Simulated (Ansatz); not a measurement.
# Nudged elastic band of CH$_{6}$AlNO

CH$_{6}$AlNO, computed with UKS BLYP-D4/def2-SVP (Ansatz 0.2.0).

It belongs to a series of runs on one base structure; here: band between the two ends. Figures and captions count atoms from 1; the log counts them from 0 in places.

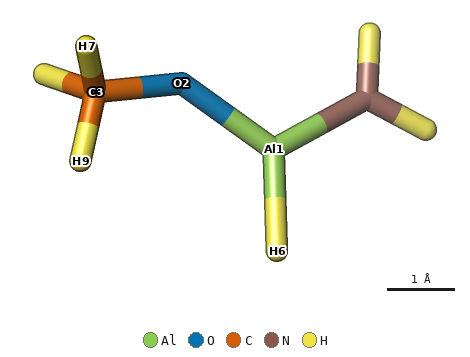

*The structure as given in the input (stick view, seen at a tilt; atoms are numbered from 1 in the order of the input). Sticks mark near contacts.*

Bond lengths as drawn: Al–H 1.59 Å, Al–N 1.78 Å, Al–O 1.72 Å, C–H 1.12 Å, C–O 1.41 Å and H–N 1.02 Å.

The input:
```yaml
crystal:
  periodic: [false, false, false]
  atoms:
    - { symbol: Al, position_ang: [-0.56111, -0.624048, 0.528337] }
    - { symbol: O, position_ang: [0.396567, 0.469681, -0.384381] }
    - { symbol: C, position_ang: [1.552169, 0.418015, -1.187181] }
    - { symbol: "N", position_ang: [-1.965708, 0.070037, 1.372474] }
    - { symbol: H, position_ang: [-2.238757, 1.055833, 1.353864] }
    - { symbol: H, position_ang: [-0.231087, -2.172266, 0.637199] }
    - { symbol: H, position_ang: [1.323094, 0.730192, -2.232866] }
    - { symbol: H, position_ang: [2.332538, 1.114839, -0.801187] }
    - { symbol: H, position_ang: [2.010968, -0.599292, -1.237946] }
    - { symbol: H, position_ang: [-2.618875, -0.46309, 1.951588] }
magnetization:
  spin_polarized: true
basis:
  gaussian: { orbitals: def2-SVP }
hamiltonian:
  xc: blyp
  dispersion: d4
neb:
  order_check: false
  images: 7
  f_tol: 0.05
  max_iterations: 60
  final_atoms:
    - { symbol: Al, position_ang: [-0.43662545, -1.01570129, 0.66999133] }
    - { symbol: O, position_ang: [0.88312368, -0.61913416, -0.34890797] }
    - { symbol: C, position_ang: [1.38449819, 0.46578792, -1.09017333] }
    - { symbol: "N", position_ang: [-1.70204956, 0.18148456, 1.0586168] }
    - { symbol: H, position_ang: [-1.74169318, 1.15170625, 0.73629736] }
    - { symbol: H, position_ang: [-0.49557511, -2.48160466, 1.25137957] }
    - { symbol: H, position_ang: [0.58102313, 1.10343652, -1.53176133] }
    - { symbol: H, position_ang: [2.02592333, 1.13065632, -0.4647295] }
    - { symbol: H, position_ang: [2.01453757, 0.0991294, -1.93156559] }
    - { symbol: H, position_ang: [-2.51336361, -0.01585985, 1.65075366] }
  initial_path:
    images:
      - { positions_ang: [[-0.56111, -0.624048, 0.528337], [0.396567, 0.469681, -0.384381], [1.552169, 0.418015, -1.187181], [-1.965708, 0.070037, 1.372474], [-2.238757, 1.055833, 1.353864], [-0.231087, -2.172266, 0.637199], [1.323094, 0.730192, -2.232866], [2.332538, 1.114839, -0.801187], [2.010968, -0.599292, -1.237946], [-2.618875, -0.46309, 1.951588]] }
      - { positions_ang: [[-0.66124492, -0.80656571, 0.60469428], [0.37255588, 0.37082711, -0.34268503], [1.48835735, 0.46887595, -1.14570416], [-1.95056036, 0.07634189, 1.27589489], [-1.87316131, 0.90960993, 1.10620327], [-0.30881215, -2.33430299, 0.7121012], [1.2080942, 0.81174747, -2.15685106], [2.20731607, 1.18753961, -0.71920742], [2.01190501, -0.48757754, -1.25659882], [-2.49465076, -0.19659473, 1.92205385]] }
      - { positions_ang: [[-0.76137983, -0.98908341, 0.68105156], [0.34854476, 0.27197321, -0.30098907], [1.42454569, 0.51973691, -1.10422732], [-1.93541273, 0.08264678, 1.17931577], [-1.50756563, 0.76338685, 0.85854255], [-0.3865373, -2.49633997, 0.7870034], [1.09309439, 0.89330295, -2.08083612], [2.08209415, 1.26024022, -0.63722783], [2.01284202, -0.37586307, -1.27525164], [-2.37042652, 0.06990054, 1.8925197]] }
      - { positions_ang: [[-0.86151475, -1.17160112, 0.75740885], [0.32453364, 0.17311932, -0.2592931], [1.36073404, 0.57059786, -1.06275048], [-1.92026509, 0.08895167, 1.08273666], [-1.14196994, 0.61716378, 0.61088182], [-0.46426245, -2.65837696, 0.8619056], [0.97809459, 0.97485842, -2.00482118], [1.95687222, 1.33294083, -0.55524825], [2.01377904, -0.26414861, -1.29390447], [-2.24620229, 0.33639581, 1.86298555]] }
      - { positions_ang: [[-0.96164967, -1.35411882, 0.83376613], [0.30052252, 0.07426542, -0.21759714], [1.29692239, 0.62145881, -1.02127364], [-1.90511746, 0.09525656, 0.98615755], [-0.77637426, 0.47094071, 0.36322109], [-0.5419876, -2.82041394, 0.9368078], [0.86309478, 1.0564139, -1.92880624], [1.8316503, 1.40564143, -0.47326866], [2.01471605, -0.15243414, -1.31255729], [-2.12197805, 0.60289108, 1.8334514]] }
      - { positions_ang: [[-0.83039361, -1.26951444, 0.79282243], [0.44617281, -0.09908447, -0.25042485], [1.31881634, 0.58254109, -1.03849856], [-1.85435048, 0.11681356, 1.00427236], [-1.01770399, 0.64113209, 0.45649016], [-0.53038448, -2.73571162, 1.01545074], [0.79257687, 1.06816955, -1.82954501], [1.88021856, 1.33689516, -0.47113387], [2.01467143, -0.08954326, -1.46730936], [-2.21982444, 0.44820335, 1.78777697]] }
      - { positions_ang: [[-0.69913756, -1.18491006, 0.75187873], [0.5918231, -0.27243437, -0.28325255], [1.34071029, 0.54362336, -1.05572348], [-1.80358351, 0.13837056, 1.02238717], [-1.25903372, 0.81132348, 0.54975923], [-0.51878135, -2.6510093, 1.09409368], [0.72205896, 1.07992521, -1.73028379], [1.92878682, 1.26814888, -0.46899908], [2.01462681, -0.02665237, -1.62206144], [-2.31767083, 0.29351562, 1.74210253]] }
      - { positions_ang: [[-0.5678815, -1.10030567, 0.71093503], [0.73747339, -0.44578427, -0.31608026], [1.36260424, 0.50470564, -1.07294841], [-1.75281653, 0.15992756, 1.04050199], [-1.50036345, 0.98151486, 0.64302829], [-0.50717823, -2.56630698, 1.17273662], [0.65154104, 1.09168086, -1.63102256], [1.97735508, 1.1994026, -0.46686429], [2.01458219, 0.03623852, -1.77681351], [-2.41551722, 0.13882789, 1.6964281]] }
      - { positions_ang: [[-0.43662545, -1.01570129, 0.66999133], [0.88312368, -0.61913416, -0.34890797], [1.38449819, 0.46578792, -1.09017333], [-1.70204956, 0.18148456, 1.0586168], [-1.74169318, 1.15170625, 0.73629736], [-0.49557511, -2.48160466, 1.25137957], [0.58102313, 1.10343652, -1.53176133], [2.02592333, 1.13065632, -0.4647295], [2.01453757, 0.0991294, -1.93156559], [-2.51336361, -0.01585985, 1.65075366]] }
```

Machine: 2 threads of Arm Neoverse V1, 24 GiB of memory available, shared host.

Launch command:
```bash
ansatz run input.yaml --threads 2 --pin off --max-ram 3072MiB --backend cpu --events-out ev --progress --plain --runs-dir out
```

The program's output:
```
Engine: ansatz 0.2.0, aarch64-unknown-linux-gnu
Functional definition: BLYP
  parameter beta = 0.0042
  parameter a = 0.04918
  parameter b = 0.132
  parameter c = 0.2533
  parameter d = 0.349
  exchange = b88_x(beta = beta)
  correlation = lyp_c(a = a, b = b, c = c, d = d)
1014 factors; their error is unknown
mean field evaluation 1: about -11246.9256 eV, gradient 6.3e1 eV
mean field evaluation 2: about -11179.2819 eV, gradient 1.3e2 eV
mean field evaluation 4: about -11262.9230 eV, gradient 1.1e1 eV
mean field evaluation 8: about -11263.4424 eV, gradient 2.4e-1 eV
mean field evaluation 16: about -11263.3976 eV, gradient 3.6e-4 eV
mean field -11263.39759846 eV, -413.9222271383 hartree, gradient 5.3e-5 eV, S^2 0.000000; 0 other end points of the search recorded, 0 dependent functions left out
the calculation of the forces begins
reference -11263.39794015 eV, -413.9222396951 hartree; 20, 20 occupied and 70, 70 virtual orbitals, 1014 factors
1014 factors; their error is unknown
mean field evaluation 32: about -11263.3787 eV, gradient 1.3e-3 eV
mean field -11263.37873032 eV, -413.9215337470 hartree, gradient 5.4e-5 eV, S^2 0.000000; 0 other end points of the search recorded, 0 dependent functions left out
[... from here on the field's lines of each further geometry are left out, up to the last ...]
NEB iter   1: max|band force component| = 1.250e1 eV/Å  barrier→ = 3.1989 eV  barrier← = 3.1861 eV  Δτ_max = 0.1959 Å  (259 SCF iters)
NEB iter   2: max|band force component| = 2.425e0 eV/Å  barrier→ = 2.4501 eV  barrier← = 2.4374 eV  Δτ_max = 0.2000 Å  (240 SCF iters)
NEB iter   3: max|band force component| = 2.880e0 eV/Å  barrier→ = 1.7989 eV  barrier← = 1.7862 eV  Δτ_max = 0.1005 Å  (229 SCF iters)
NEB iter   4: max|band force component| = 3.186e0 eV/Å  barrier→ = 1.5180 eV  barrier← = 1.5053 eV  Δτ_max = 0.2000 Å  (211 SCF iters)
NEB iter   5: max|band force component| = 2.969e0 eV/Å  barrier→ = 0.9620 eV  barrier← = 0.9493 eV  Δτ_max = 0.1992 Å  (213 SCF iters)
NEB iter   6: max|band force component| = 1.199e0 eV/Å  barrier→ = 0.5523 eV  barrier← = 0.5396 eV  Δτ_max = 0.2000 Å  (204 SCF iters)
NEB iter   7: max|band force component| = 8.600e-1 eV/Å  barrier→ = 0.3447 eV  barrier← = 0.3319 eV  Δτ_max = 0.1985 Å  (211 SCF iters)
NEB iter   8: max|band force component| = 8.836e-1 eV/Å  barrier→ = 0.2086 eV  barrier← = 0.1959 eV  Δτ_max = 0.1986 Å  (204 SCF iters)
NEB iter   9: max|band force component| = 1.005e0 eV/Å  barrier→ = 0.1391 eV  barrier← = 0.1264 eV  Δτ_max = 0.1931 Å  (204 SCF iters)
NEB iter  10: max|band force component| = 1.008e0 eV/Å  barrier→ = 0.1057 eV  barrier← = 0.0930 eV  Δτ_max = 0.2000 Å  (213 SCF iters)
NEB iter  11: max|band force component| = 6.563e-1 eV/Å  barrier→ = 0.1121 eV  barrier← = 0.0994 eV  Δτ_max = 0.2000 Å  (210 SCF iters)
NEB iter  12: max|band force component| = 4.833e-1 eV/Å  barrier→ = 0.0583 eV  barrier← = 0.0455 eV  CI = image 4  Δτ_max = 0.1562 Å  (216 SCF iters)
NEB iter  13: max|band force component| = 4.906e-1 eV/Å  barrier→ = 0.0519 eV  barrier← = 0.0392 eV  CI = image 3  Δτ_max = 0.1993 Å  (210 SCF iters)
NEB iter  14: max|band force component| = 1.424e-1 eV/Å  barrier→ = 0.0526 eV  barrier← = 0.0399 eV  CI = image 3  Δτ_max = 0.1068 Å  (207 SCF iters)
NEB iter  15: max|band force component| = 9.338e-2 eV/Å  barrier→ = 0.0560 eV  barrier← = 0.0433 eV  CI = image 3  Δτ_max = 0.0642 Å  (203 SCF iters)
NEB iter  16: max|band force component| = 5.368e-2 eV/Å  barrier→ = 0.0550 eV  barrier← = 0.0423 eV  CI = image 3  Δτ_max = 0.0731 Å  (205 SCF iters)
NEB iter  17: max|band force component| = 7.752e-2 eV/Å  barrier→ = 0.0548 eV  barrier← = 0.0421 eV  CI = image 3  Δτ_max = 0.0365 Å  (191 SCF iters)
the calculation of the forces begins
reference -11263.37730622 eV, -413.9214814121 hartree; 20, 20 occupied and 70, 70 virtual orbitals, 1014 factors
1014 factors; their error is unknown
mean field evaluation 1120: about -11263.3482 eV, gradient 1.2e-1 eV
mean field -11263.34824090 eV, -413.9204132816 hartree, gradient 1.5e-5 eV, S^2 0.000000; 1 other end points of the search recorded, 0 dependent functions left out
the calculation of the forces begins
reference -11263.34858176 eV, -413.9204258078 hartree; 20, 20 occupied and 70, 70 virtual orbitals, 1014 factors
NEB iter  18: max|band force component| = 4.777e-2 eV/Å  barrier→ = 0.0548 eV  barrier← = 0.0421 eV  CI = image 3  Δτ_max = 0.0000 Å  (403 SCF iters)
```

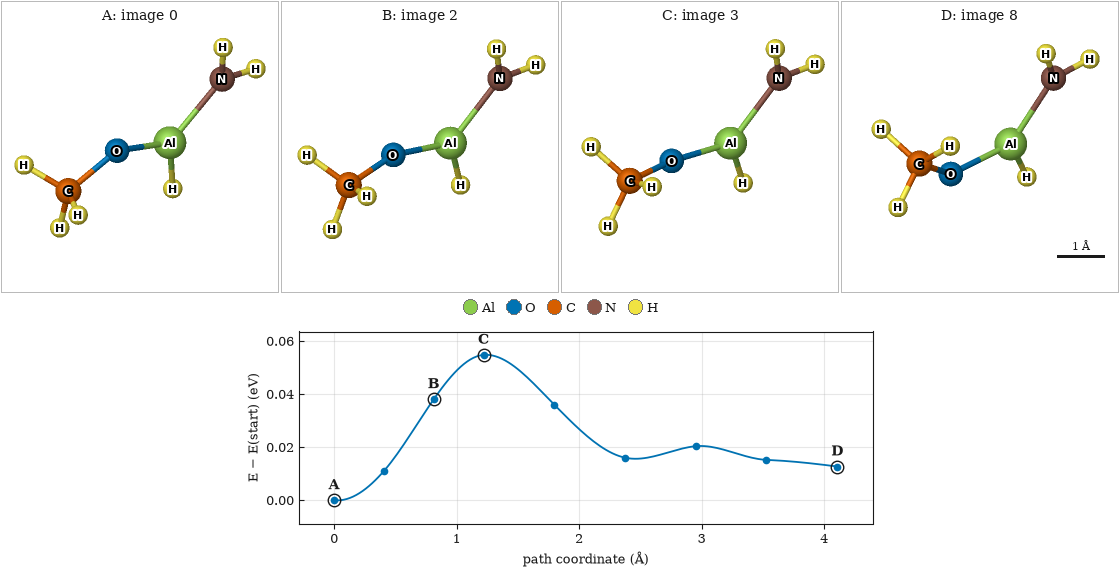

*Images of the last band (counted from 0; ball-and-stick, seen at a tilt) above the energy along the path; the line is a cubic interpolation that uses the forces.*

The highest image is number 3, 0.055 eV above the start and 0.042 eV above the end (the climbing image); the end lies 0.013 eV above the start. The path is 4.11 Å long. The band converged in 18 iterations.

```
Total energy: -11263.66335470 eV, -413.9319935001 hartree
Atom 0 at    -0.569385    -0.841198     0.627627 Å, force    -0.014149     0.004102    -0.010290 eV/Å
Atom 1 at     0.666138    -0.124646    -0.274961 Å, force    -0.008057     0.006202     0.000751 eV/Å
Atom 2 at     1.558807     0.432535    -1.184628 Å, force     0.010184    -0.001171     0.006406 eV/Å
Atom 3 at    -1.898299     0.161554     1.267307 Å, force     0.013521    -0.016303     0.000252 eV/Å
Atom 4 at    -2.005927     1.171918     1.147561 Å, force     0.000845     0.003448    -0.000328 eV/Å
Atom 5 at    -0.560784    -2.393572     0.933554 Å, force     0.003987     0.001041     0.005925 eV/Å
Atom 6 at     1.032527     0.946436    -2.023822 Å, force    -0.001840    -0.003629     0.000187 eV/Å
Atom 7 at     2.213751     1.191701    -0.696203 Å, force     0.001106     0.001560     0.001558 eV/Å
Atom 8 at     2.227827    -0.338899    -1.634168 Å, force    -0.004201     0.000360    -0.003757 eV/Å
Atom 9 at    -2.664857    -0.205929     1.837634 Å, force    -0.001397     0.004389    -0.000703 eV/Å
Dipole moment:    -0.115718     0.254703    -0.021015 e Å
this run last wrote the band of iteration 18 to [file]
```

The last band as extended XYZ (Å, eV, eV/Å):
```
10
Properties=species:S:1:pos:R:3:forces:R:3 image=0 energy=-11263.71780
Al   -0.5611   -0.6240    0.5283    0.0130  -0.0007   0.0044
O     0.3966    0.4697   -0.3844    0.0117  -0.0084  -0.0104
C     1.5522    0.4180   -1.1872    0.0126   0.0015  -0.0054
N    -1.9657    0.0700    1.3725   -0.0037  -0.0022   0.0023
H    -2.2388    1.0558    1.3539   -0.0014   0.0067  -0.0027
H    -0.2311   -2.1723    0.6372   -0.0036   0.0059  -0.0029
H     1.3231    0.7302   -2.2329   -0.0006  -0.0016   0.0160
H     2.3325    1.1148   -0.8012   -0.0183  -0.0140  -0.0039
H     2.0110   -0.5993   -1.2379   -0.0102   0.0160   0.0033
H    -2.6189   -0.4631    1.9516    0.0005  -0.0034  -0.0006
10
Properties=species:S:1:pos:R:3:forces:R:3 image=1 energy=-11263.70676
Al   -0.5525   -0.7147    0.5822    0.0045   0.0131  -0.0045
O     0.4686    0.3161   -0.3176   -0.0114   0.0255  -0.0059
C     1.5558    0.4347   -1.1930   -0.0036  -0.0028   0.0012
N    -1.9534    0.0828    1.3381   -0.0043  -0.0066   0.0056
H    -2.1636    1.0810    1.2557   -0.0110  -0.0019   0.0093
H    -0.3140   -2.2716    0.7697    0.0139   0.0106  -0.0155
H     1.2281    0.8475   -2.1755    0.0155  -0.0095  -0.0094
H     2.3177    1.1374   -0.7831    0.0068  -0.0078   0.0014
H     2.0715   -0.5344   -1.3941   -0.0131  -0.0136   0.0140
H    -2.6584   -0.3788    1.9175    0.0028  -0.0070   0.0038
10
Properties=species:S:1:pos:R:3:forces:R:3 image=2 energy=-11263.67974
Al   -0.5615   -0.7909    0.6112    0.0072   0.0028   0.0027
O     0.5689    0.1177   -0.2675   -0.0176   0.0435  -0.0030
C     1.5613    0.4406   -1.1915    0.0030  -0.0072  -0.0007
N    -1.9301    0.1144    1.3041   -0.0129  -0.0066   0.0085
H    -2.0776    1.1215    1.1983   -0.0063  -0.0028   0.0070
H    -0.4428   -2.3518    0.8582    0.0133   0.0066  -0.0174
H     1.1230    0.9049   -2.1064    0.0218  -0.0038  -0.0108
H     2.2773    1.1792   -0.7617    0.0093  -0.0019  -0.0068
H     2.1566   -0.4444   -1.5199   -0.0153  -0.0226   0.0141
H    -2.6753   -0.2914    1.8752   -0.0025  -0.0081   0.0064
10
Properties=species:S:1:pos:R:3:forces:R:3 image=3 energy=-11263.66301
Al   -0.5694   -0.8412    0.6276   -0.0141   0.0041  -0.0103
O     0.6661   -0.1246   -0.2750   -0.0081   0.0062   0.0008
C     1.5588    0.4325   -1.1846    0.0102  -0.0012   0.0064
N    -1.8983    0.1616    1.2673    0.0135  -0.0163   0.0003
H    -2.0059    1.1719    1.1476    0.0008   0.0034  -0.0003
H    -0.5608   -2.3936    0.9336    0.0040   0.0010   0.0059
H     1.0325    0.9464   -2.0238   -0.0018  -0.0036   0.0002
H     2.2138    1.1917   -0.6962    0.0011   0.0016   0.0016
H     2.2278   -0.3389   -1.6342   -0.0042   0.0004  -0.0038
H    -2.6649   -0.2059    1.8376   -0.0014   0.0044  -0.0007
10
Properties=species:S:1:pos:R:3:forces:R:3 image=4 energy=-11263.68174
Al   -0.5754   -0.9038    0.6009   -0.0201  -0.0156  -0.0008
O     0.7008   -0.4463   -0.4220    0.0261  -0.0049   0.0280
C     1.5147    0.4134   -1.1633   -0.0250  -0.0085  -0.0361
N    -1.8018    0.2289    1.2343    0.0233  -0.0039  -0.0120
H    -1.8692    1.2376    1.0780    0.0133   0.0022  -0.0163
H    -0.6731   -2.4304    0.9947   -0.0112  -0.0018   0.0085
H     0.9438    0.9578   -1.9528   -0.0062   0.0094   0.0109
H     2.0142    1.1829   -0.5278   -0.0229  -0.0099   0.0228
H     2.3184   -0.1621   -1.6774    0.0106   0.0222  -0.0029
H    -2.5727   -0.0781    1.8353    0.0122   0.0108  -0.0021
10
Properties=species:S:1:pos:R:3:forces:R:3 image=5 energy=-11263.70174
Al   -0.5302   -0.9998    0.5936   -0.0043   0.0056   0.0055
O     0.7910   -0.6293   -0.4293   -0.0009  -0.0040   0.0049
C     1.4239    0.4247   -1.1086    0.0048  -0.0006  -0.0078
N    -1.6842    0.2436    1.1509    0.0079  -0.0115  -0.0044
H    -1.6698    1.2418    0.9267    0.0038   0.0046  -0.0041
H    -0.7002   -2.5041    1.0401   -0.0015  -0.0019   0.0000
H     0.7504    0.9216   -1.8470   -0.0051   0.0025   0.0027
H     1.7951    1.2172   -0.4157   -0.0068  -0.0016   0.0055
H     2.3047    0.0429   -1.6725   -0.0013   0.0035   0.0004
H    -2.4810    0.0413    1.7617    0.0033   0.0034  -0.0027
10
Properties=species:S:1:pos:R:3:forces:R:3 image=6 energy=-11263.69742
Al   -0.5100   -1.0820    0.5625   -0.0180  -0.0096  -0.0118
O     0.7863   -0.7351   -0.5112   -0.0047   0.0129  -0.0090
C     1.3293    0.4378   -1.0740    0.0339  -0.0207   0.0312
N    -1.5573    0.2477    1.1284    0.0184   0.0467  -0.0253
H    -1.4642    1.2240    0.8326   -0.0173  -0.0113   0.0295
H    -0.7321   -2.5797    1.0046    0.0037  -0.0043   0.0054
H     0.6920    0.8484   -1.8928   -0.0013  -0.0120  -0.0114
H     1.4646    1.2519   -0.3219    0.0040   0.0239  -0.0115
H     2.3310    0.2248   -1.5096   -0.0018  -0.0019  -0.0132
H    -2.3398    0.1620    1.7813   -0.0169  -0.0238   0.0161
10
Properties=species:S:1:pos:R:3:forces:R:3 image=7 energy=-11263.70257
Al   -0.4789   -1.0231    0.6232   -0.0027   0.0026  -0.0003
O     0.8307   -0.6437   -0.4153    0.0005   0.0004   0.0031
C     1.3851    0.4492   -1.1051    0.0009   0.0022  -0.0010
N    -1.6670    0.2137    1.1193    0.0023  -0.0043  -0.0002
H    -1.6704    1.1999    0.8460    0.0000   0.0009  -0.0001
H    -0.6012   -2.5133    1.1284   -0.0001  -0.0001  -0.0004
H     0.6515    0.9438   -1.7862    0.0002  -0.0014   0.0010
H     1.7725    1.2346   -0.4130    0.0013   0.0000  -0.0008
H     2.2411    0.1125   -1.7319   -0.0015  -0.0005  -0.0010
H    -2.4636    0.0264    1.7346   -0.0009   0.0002  -0.0002
10
Properties=species:S:1:pos:R:3:forces:R:3 image=8 energy=-11263.70508
Al   -0.4366   -1.0157    0.6700    0.0017  -0.0010   0.0017
O     0.8831   -0.6191   -0.3489    0.0091   0.0017  -0.0050
C     1.3845    0.4658   -1.0902   -0.0014  -0.0007   0.0057
N    -1.7021    0.1815    1.0586   -0.0007  -0.0058   0.0013
H    -1.7417    1.1517    0.7363   -0.0017   0.0089  -0.0012
H    -0.4956   -2.4816    1.2514   -0.0008  -0.0003   0.0014
H     0.5810    1.1034   -1.5318   -0.0018   0.0010   0.0008
H     2.0259    1.1307   -0.4647    0.0040  -0.0017  -0.0018
H     2.0145    0.0991   -1.9316   -0.0003  -0.0007  -0.0046
H    -2.5134   -0.0159    1.6508   -0.0081  -0.0013   0.0020
```

Results in brief:

| quantity | value |
| --- | --- |
| outcome | converged |
| barrier, forward | 0.055 eV |
| barrier, backward | 0.042 eV |
| wall time | 4.8 min (CPU time 9.3 min) |
| peak memory | 0.15 GiB |

Remarks:

The order of the saddle point was not checked.
